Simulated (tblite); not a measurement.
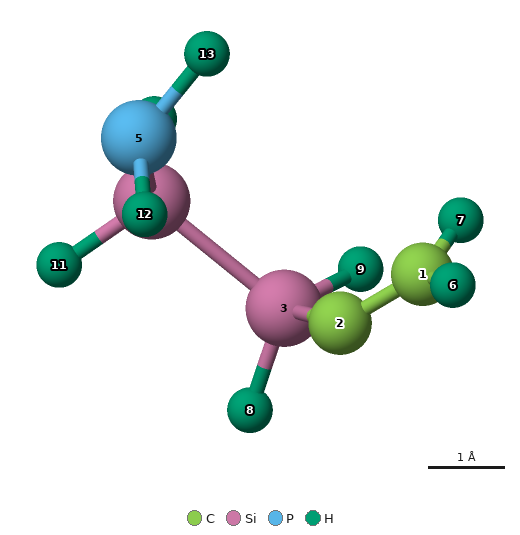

Fig. 1: The starting structure (ball-and-stick view, seen at a tilt; atoms are numbered from 1 in the order of the input). Bond lengths as drawn: C–C 1.33 Å, C–H 1.08 to 1.09 Å, C–Si 1.84 Å, H–P 1.44 to 1.45 Å, H–Si 1.47 to 1.49 Å, P–Si 2.22 Å and Si–Si 2.25 Å.

# Geometry relaxation of C$_{2}$H$_{8}$PSi$_{2}$ (part 1 of 2)

System: C$_{2}$H$_{8}$PSi$_{2}$, multiplicity 2.
Method: GFN2-xTB geometry optimisation, gas phase (tblite 0.8.0).

It belongs to a series of runs on one base structure; here: H removed from sp2 C.

### The input
```
{"job": {"kind": "relax", "xc": "GFN2-xTB", "basis": "xTB"}, "charge": 0, "multiplicity": 2}
C      2.132800     0.594700     0.825800
C      1.433600    -0.503700     0.561700
Si     0.615900    -0.829700    -1.050400
Si    -1.568100    -0.323900    -0.808300
P     -2.004100     0.552500     1.184600
H      2.593600     0.747200     1.791000
H      2.230900     1.382500     0.077200
H      0.799600    -2.267600    -1.321700
H      1.241200    -0.022100    -2.105000
H     -2.067700     0.546600    -1.887000
H     -2.284300    -1.635100    -0.829900
H     -1.437700    -0.203100     2.269900
H     -1.689900     1.962200     1.274400
```

The first line tells a small driver script what to run in tblite; the rest is the geometry in Å.

Run on 1 CPU thread, shared host.

Command:
```bash
OMP_NUM_THREADS=1 python <driver script> task.json out
```

### Log
```
step      E/eV     max force
  0    -385.24931    1.817
  1    -385.39028    1.636
  2    -385.63565    1.670
  3    -385.96242    1.315
  4    -386.03879    0.859
  5    -386.08064    0.379
  6    -386.09747    0.318
  7    -386.11300    0.360
  8    -386.13319    0.443
  9    -386.15637    0.461
 10    -386.17858    0.380
 11    -386.19506    0.408
 12    -386.20677    0.288
 13    -386.21481    0.257
 14    -386.22402    0.279
 15    -386.23493    0.311
 16    -386.24558    0.302
 17    -386.25473    0.234
 18    -386.26229    0.215
 19    -386.26927    0.330
 20    -386.27814    0.368
 21    -386.28714    0.259
 22    -386.29247    0.189
 23    -386.29640    0.242
 24    -386.30239    0.337
 25    -386.30892    0.356
 26    -386.31399    0.252
 27    -386.31658    0.096
 28    -386.31765    0.075
 29    -386.31865    0.093
 30    -386.32007    0.118
 31    -386.32125    0.102
 32    -386.32213    0.078
 33    -386.32269    0.063
 34    -386.32335    0.086
 35    -386.32415    0.101
 36    -386.32527    0.089
 37    -386.32609    0.061
 38    -386.32649    0.041
 39    -386.32671    0.045
 40    -386.32701    0.047
 41    -386.32741    0.060
 42    -386.32781    0.049
 43    -386.32809    0.034
 44    -386.32825    0.033
 45    -386.32840    0.042
 46    -386.32863    0.056
 47    -386.32890    0.050
 48    -386.32910    0.031
 49    -386.32924    0.031
 50    -386.32936    0.031
 51    -386.32953    0.039
 52    -386.32973    0.041
 53    -386.32988    0.029
 54    -386.32997    0.021
 55    -386.33004    0.029
 56    -386.33016    0.040
 57    -386.33037    0.054
 58    -386.33062    0.052
 59    -386.33082    0.038
 60    -386.33094    0.034
 61    -386.33104    0.035
 62    -386.33122    0.048
 63    -386.33150    0.063
 64    -386.33187    0.059
 65    -386.33230    0.080
 66    -386.33280    0.087
 67    -386.33349    0.077
 68    -386.33446    0.094
 69    -386.33531    0.085
 70    -386.33475    0.238
 71    -386.33632    0.059
 72    -386.33661    0.051
 73    -386.33717    0.040
 74    -386.33823    0.076
 75    -386.33938    0.102
 76    -386.34056    0.103
 77    -386.34160    0.057
 78    -386.34200    0.049
 79    -386.34231    0.053
 80    -386.34250    0.097
 81    -386.34325    0.071
 82    -386.34416    0.058
 83    -386.34542    0.048
 84    -386.34580    0.050
 85    -386.34612    0.046
 86    -386.34649    0.042
 87    -386.34691    0.056
 88    -386.34755    0.083
 89    -386.34823    0.104
 90    -386.34883    0.128
 91    -386.34956    0.141
 92    -386.35028    0.099
 93    -386.35104    0.094
 94    -386.35179    0.115
 95    -386.35273    0.099
 96    -386.35383    0.080
 97    -386.35533    0.131
 98    -386.35689    0.146
 99    -386.35516    0.415
100    -386.35921    0.117
101    -386.36063    0.097
102    -386.35974    0.663
103    -386.36807    0.104
104    -386.37164    0.076
105    -386.35969    0.776
106    -386.37622    0.080
107    -386.37857    0.104
108    -386.37793    0.464
109    -386.38288    0.135
110    -386.38402    0.119
111    -386.38546    0.208
112    -386.38622    0.130
113    -386.38669    0.063
114    -386.38741    0.069
115    -386.38869    0.099
116    -386.39007    0.101
117    -386.39112    0.088
118    -386.39178    0.111
119    -386.39225    0.086
120    -386.39262    0.059
121    -386.39309    0.050
122    -386.39382    0.055
123    -386.39460    0.075
124    -386.39545    0.080
125    -386.39635    0.062
126    -386.39693    0.073
127    -386.39727    0.074
128    -386.39762    0.074
129    -386.39803    0.054
130    -386.39864    0.057
131    -386.39928    0.055
132    -386.39964    0.073
133    -386.39992    0.038
134    -386.40006    0.034
135    -386.40024    0.031
136    -386.40033    0.033
137    -386.40055    0.044
138    -386.40084    0.056
139    -386.40117    0.044
140    -386.40137    0.040
141    -386.40148    0.024
142    -386.40154    0.019
143    -386.40157    0.011
144    -386.40159    0.009
```

### Trajectory as extended XYZ (Å, eV, eV/Å), 17 of the 145 frames kept, from step=0 to step=144
```
13
Properties=species:S:1:pos:R:3:forces:R:3 step=0 energy=-385.24931
C     2.1328    0.5947    0.8258   -0.7430  -1.1970   0.0460
C     1.4336   -0.5037    0.5617    0.9490   1.5370   0.1970
Si    0.6159   -0.8297   -1.0504    0.6390  -0.7970  -0.3970
Si   -1.5681   -0.3239   -0.8083   -0.3930  -0.1930   0.1500
P    -2.0041    0.5525    1.1846   -1.5990   0.2870   0.5730
H     2.5936    0.7472    1.7910    0.0960   0.1630  -0.0980
H     2.2309    1.3825    0.0772    0.1410  -0.0030   0.3670
H     0.7996   -2.2676   -1.3217    0.0660   0.1650  -0.1070
H     1.2412   -0.0221   -2.1050    0.1080  -0.1140  -0.2340
H    -2.0677    0.5466   -1.8870   -0.1380  -0.0190   0.3050
H    -2.2843   -1.6351   -0.8299   -0.0500   0.5300   0.0760
H    -1.4377   -0.2031    2.2699    0.3410   1.0540  -1.0050
H    -1.6899    1.9622    1.2744    0.5830  -1.4130   0.1300
13
Properties=species:S:1:pos:R:3:forces:R:3 step=9 energy=-386.15637
C     2.1648    0.6172    0.8709    0.0020   0.0560   0.0270
C     1.5147   -0.4457    0.5002   -0.0390   0.1240  -0.3010
Si    0.6117   -0.8747   -1.0699    0.4300   0.0110   0.0980
Si   -1.6036   -0.3110   -0.6925    0.0660  -0.2360  -0.3910
P    -2.3046    0.5576    1.2192   -0.1550   0.1190   0.3360
H     2.6111    0.7598    1.8462   -0.0010  -0.0540  -0.0300
H     2.2955    1.4577    0.1842    0.0780   0.0090   0.2140
H     0.8512   -2.2957   -1.3699   -0.0560   0.0980   0.0600
H     1.2573   -0.1160   -2.1776   -0.1840  -0.1540   0.0640
H    -2.1065    0.5460   -1.7698   -0.0680   0.1310   0.0160
H    -2.3649   -1.5574   -0.8091   -0.1540  -0.0720   0.0460
H    -1.3724   -0.0513    2.0286    0.0220  -0.1740   0.0350
H    -1.5587    1.7140    1.2216    0.0590   0.1430  -0.1730
13
Properties=species:S:1:pos:R:3:forces:R:3 step=18 energy=-386.26229
C     2.2136    0.6808    0.9189    0.0130  -0.0780  -0.0690
C     1.5826   -0.3317    0.4063   -0.1050   0.0900  -0.1640
Si    0.6244   -0.8883   -1.0779   -0.0560   0.1520   0.0360
Si   -1.6563   -0.3780   -0.7283    0.1960   0.0030  -0.0560
P    -2.2906    0.5517    1.2052   -0.0040  -0.0400   0.0260
H     2.6307    0.6911    1.9203   -0.0450  -0.0650  -0.0580
H     2.4027    1.5996    0.3597   -0.0200  -0.0240   0.1030
H     0.8496   -2.3282   -1.3121    0.0040   0.1460   0.1220
H     1.1633   -0.2004   -2.2833   -0.1130  -0.1230   0.1070
H    -2.1538    0.6094   -1.7068    0.0100  -0.1440  -0.0070
H    -2.5040   -1.5807   -0.7923    0.0300   0.0580  -0.0750
H    -1.3631   -0.1042    1.9899    0.0210   0.0470   0.0130
H    -1.5035    1.6794    1.0826    0.0680  -0.0220   0.0220
13
Properties=species:S:1:pos:R:3:forces:R:3 step=27 energy=-386.31658
C     2.2411    0.7251    0.9404   -0.0280  -0.0620  -0.0080
C     1.5675   -0.1686    0.2926   -0.0120   0.0280  -0.0400
Si    0.5867   -0.8490   -1.0949   -0.0410   0.0090  -0.0220
Si   -1.6715   -0.4029   -0.7413   -0.0630   0.0170  -0.0700
P    -2.2479    0.5395    1.2028    0.0260   0.0500   0.0360
H     2.6265    0.5336    1.9363    0.0340   0.0780   0.0000
H     2.4782    1.7126    0.5450   -0.0010  -0.0340   0.0750
H     0.8535   -2.2934   -1.1381    0.0300  -0.0110   0.0000
H     1.0278   -0.2922   -2.3892    0.0120  -0.0450  -0.0010
H    -2.1825    0.5547   -1.7370    0.0020  -0.0020   0.0140
H    -2.5497   -1.5762   -0.8610    0.0550  -0.0200   0.0340
H    -1.3223   -0.1084    2.0007   -0.0040  -0.0170  -0.0650
H    -1.4118    1.6259    1.0263   -0.0090   0.0090   0.0480
13
Properties=species:S:1:pos:R:3:forces:R:3 step=36 energy=-386.32527
C     2.2398    0.7302    0.9515   -0.0210   0.0030  -0.0260
C     1.5529   -0.1119    0.2521    0.0190   0.0000   0.0090
Si    0.5670   -0.8441   -1.1027    0.0090   0.0650  -0.0110
Si   -1.6908   -0.3909   -0.7554    0.0150   0.0120  -0.0790
P    -2.2323    0.5518    1.1983    0.0340   0.0570   0.0600
H     2.6299    0.4965    1.9377   -0.0180   0.0000  -0.0200
H     2.4889    1.7352    0.6131   -0.0050  -0.0050   0.0240
H     0.8664   -2.2818   -1.0920   -0.0020  -0.0610   0.0020
H     1.0008   -0.3477   -2.4234    0.0170  -0.0120   0.0090
H    -2.2100    0.5554   -1.7589   -0.0100  -0.0380   0.0390
H    -2.5303   -1.5953   -0.8501    0.0150   0.0350   0.0310
H    -1.3046   -0.1319    1.9637   -0.0230  -0.0030  -0.0410
H    -1.3823    1.6351    1.0484   -0.0320  -0.0520   0.0040
13
Properties=species:S:1:pos:R:3:forces:R:3 step=45 energy=-386.32840
C     2.2324    0.7373    0.9524    0.0000  -0.0060   0.0040
C     1.5530   -0.0916    0.2316    0.0210   0.0120  -0.0150
Si    0.5713   -0.8427   -1.1136   -0.0160   0.0380  -0.0070
Si   -1.6846   -0.3734   -0.7666    0.0050  -0.0070  -0.0110
P    -2.2228    0.5589    1.1941    0.0120   0.0210   0.0210
H     2.6185    0.4756    1.9325   -0.0040  -0.0030   0.0170
H     2.4839    1.7523    0.6495   -0.0250   0.0010  -0.0110
H     0.8564   -2.2858   -1.0692   -0.0110  -0.0170  -0.0110
H     1.0107   -0.3750   -2.4419    0.0210  -0.0130   0.0080
H    -2.2440    0.5485   -1.7659    0.0040   0.0000  -0.0030
H    -2.5128   -1.5854   -0.8196   -0.0080  -0.0170  -0.0010
H    -1.3005   -0.1541    1.9358   -0.0060   0.0100   0.0050
H    -1.3658    1.6358    1.0633    0.0070  -0.0190   0.0040
13
Properties=species:S:1:pos:R:3:forces:R:3 step=54 energy=-386.32997
C     2.2246    0.7436    0.9550   -0.0090   0.0040   0.0030
C     1.5652   -0.0759    0.2060   -0.0190   0.0020  -0.0030
Si    0.5724   -0.8344   -1.1251   -0.0120  -0.0100  -0.0020
Si   -1.6854   -0.3701   -0.7705    0.0120   0.0000  -0.0020
P    -2.2088    0.5674    1.1937    0.0010   0.0110   0.0070
H     2.6055    0.4633    1.9324    0.0120  -0.0030   0.0060
H     2.4608    1.7693    0.6781   -0.0130   0.0110  -0.0020
H     0.8265   -2.2837   -1.0626    0.0050  -0.0190  -0.0080
H     1.0360   -0.3988   -2.4550   -0.0040   0.0050   0.0030
H    -2.2594    0.5408   -1.7722    0.0090  -0.0010   0.0110
H    -2.5084   -1.5884   -0.8066    0.0110   0.0060  -0.0030
H    -1.3008   -0.1608    1.9376   -0.0040  -0.0080  -0.0010
H    -1.3325    1.6281    1.0716    0.0120   0.0020  -0.0100
13
Properties=species:S:1:pos:R:3:forces:R:3 step=63 energy=-386.33150
C     2.2047    0.7510    0.9561   -0.0310   0.0040   0.0010
C     1.5567   -0.0675    0.1954    0.0310  -0.0080   0.0030
Si    0.5751   -0.8436   -1.1327   -0.0310  -0.0070   0.0090
Si   -1.6783   -0.3676   -0.7648   -0.0030  -0.0070  -0.0630
P    -2.1888    0.5878    1.1920   -0.0150   0.0030   0.0120
H     2.6032    0.4573    1.9231    0.0110   0.0030  -0.0120
H     2.4067    1.7912    0.7038   -0.0180  -0.0190   0.0040
H     0.8062   -2.2988   -1.0776    0.0230   0.0120   0.0140
H     1.0509   -0.4123   -2.4584   -0.0060   0.0080  -0.0070
H    -2.2562    0.5423   -1.7667    0.0150  -0.0170   0.0180
H    -2.4964   -1.5901   -0.7996    0.0020   0.0260   0.0110
H    -1.3099   -0.1680    1.9423    0.0060  -0.0080   0.0090
H    -1.2783    1.6187    1.0694    0.0170   0.0100  -0.0010
```
